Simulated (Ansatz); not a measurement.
```xyz
7

Si    0.2318    0.0000   -0.0042
Cl    0.4159    0.0000    2.1111
H     1.6515    0.0000   -0.4977
H    -0.4480    1.2516   -0.4534
H    -0.4480   -1.2516   -0.4534
F    -2.4250    0.0000    0.8695
H    -2.1232    0.0000    1.7509
```

Theory: Ansatz 0.2.0, RKS PBE/def2-SVP.

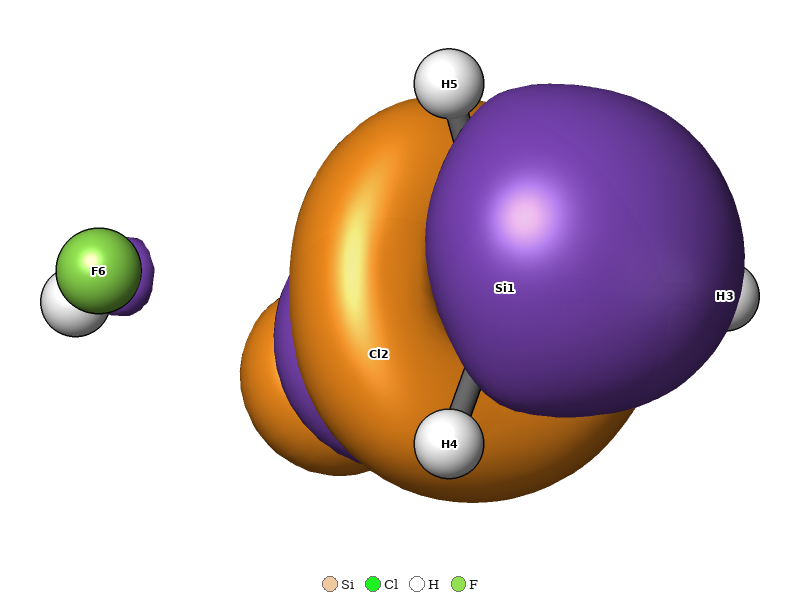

ClH$_{3}$Si···HF. The LUMO at ±0.15 Å⁻³ᐟ² (orange and purple are the two phases), seen from one side.

Q: Describe this orbital and give its energy.

A: By Hirshfeld shares it lies mainly on Si1 (about 55 %) and Cl2 (about 25 %). Its energy is −0.84 eV.
